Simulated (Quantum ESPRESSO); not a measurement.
Consider Nd2SO2 (P-3m1).

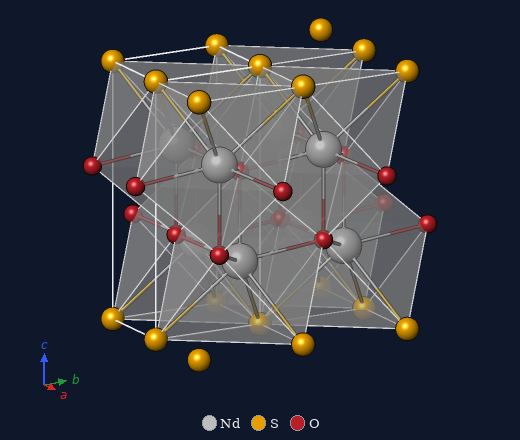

The structure (neodymium light grey, sulfur orange, oxygen red). Bonds to atoms that aren't drawn are left out. 2×2×1 cells are drawn. Some periodic images of atoms are drawn too.

```
Nd S O
1.0
     3.94600    0.00000    0.00000
    -1.97300    3.41734    0.00000
     0.00000    0.00000    6.79000
Nd S O
2 1 2
Direct
  0.66667 0.33333 0.71000
  0.33333 0.66667 0.29000
  0.00000 0.00000 0.00000
  0.66667 0.33333 0.36000
  0.33333 0.66667 0.64000
```

Absorber: atom 3, with 6 Nd at 3.01 Å (distorted octahedral, site symmetry -3m). Method: Quantum ESPRESSO XSpectra, LDA, full core hole (charged cell), 15-atom cell with 6.8 Å between holes, 4×4×4 k points, dipole transitions, Lorentzian half width 0.3 eV up to 4 eV, rising linearly to 2.5 eV at 25 eV (counted from xe0, 1.1 eV below the zero used here), without spin-orbit coupling.

Predict the near-edge structure at the S K edge.

Main maxima up to 24 eV above the zero (height): 4.9 eV (1.79) and 15.5 eV (0.93). A K edge sees empty p states on the absorber. The total-energy difference plus the lowest empty eigenvalue puts the zero at 2473.83 eV. One term is added: -16.82 eV, since the hole is spin-paired here and a spin-polarised one costs that much less in the free atom (computed apart). The photon energy is then 2457.01 eV. The functional and the charged cell's background leave an error in such absolute values: in the free atom LDA prices this hole 9.1 eV below PBE (computed apart), and PBE is itself good to a few eV.

The S K spectrum (energy from the lowest empty level; intensity scaled to a mean of 1 over the first 20 eV; the points at xe0, where the cut of filled states can leave a spike, are interpolated; polarised curves are means over the symmetry-equivalent atoms):

| E (eV) | isotropic | ε ⊥ c | ε ∥ c |
| --- | --- | --- | --- |
| -2.0 | 0.03 | 0.03 | 0.03 |
| -0.5 | 0.06 | 0.05 | 0.07 |
| 1.0 | 0.19 | 0.16 | 0.25 |
| 2.5 | 1.22 | 1.35 | 0.97 |
| 4.0 | 1.56 | 1.46 | 1.75 |
| 5.5 | 1.62 | 1.44 | 1.97 |
| 7.0 | 1.27 | 1.20 | 1.40 |
| 8.5 | 1.08 | 1.19 | 0.85 |
| 10.0 | 0.93 | 0.96 | 0.86 |
| 11.5 | 0.81 | 0.83 | 0.77 |
| 13.0 | 0.86 | 0.81 | 0.97 |
| 14.5 | 0.92 | 0.86 | 1.05 |
| 16.0 | 0.92 | 0.93 | 0.92 |
| 17.5 | 0.90 | 0.92 | 0.86 |
| 19.0 | 0.92 | 0.92 | 0.92 |
| 20.5 | 0.92 | 0.91 | 0.94 |
| 22.0 | 0.90 | 0.91 | 0.88 |
| 23.5 | 0.89 | 0.92 | 0.82 |
| 25.0 | 0.90 | 0.95 | 0.80 |
| 26.5 | 0.93 | 0.98 | 0.83 |
| 28.0 | 1.01 | 1.03 | 0.95 |
| 29.5 | 1.06 | 1.03 | 1.12 |
| 31.0 | 1.05 | 0.97 | 1.21 |

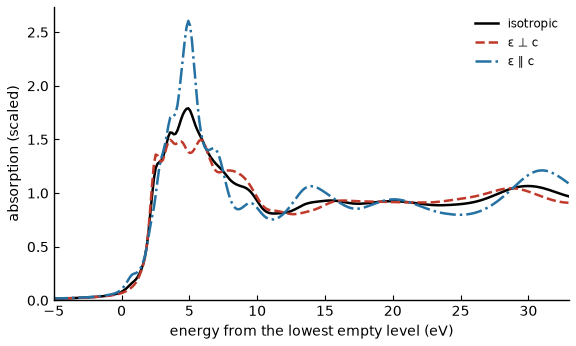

The S K edge.

The run has no spin polarisation, although Nd can carry a moment. Lanthanide 4f electrons are frozen in the core. The structure is a published determination, not relaxed.

[Banner, clock and machine lines of the logs are left out without a mark of their own.]

[Logs are printed without paths, hosts, clocks, repeated set-up lines and the standing remarks that a program may print on its own settings, such as how far it seeks lower states.]

[Hosts, paths, dates, database ids (printed as entryN), source tags and the programs' standing remarks are cut or masked in the printed files.]

[Lists of maxima count a maximum above −3 eV only where it reaches 4 % of the highest in the window and stands out from its surroundings by 2 % of it (1.5 % where it reaches 55 %); shoulders and weaker maxima are passed over, and of the rest the first, up to two pre-edge ones and the few strongest are named.]
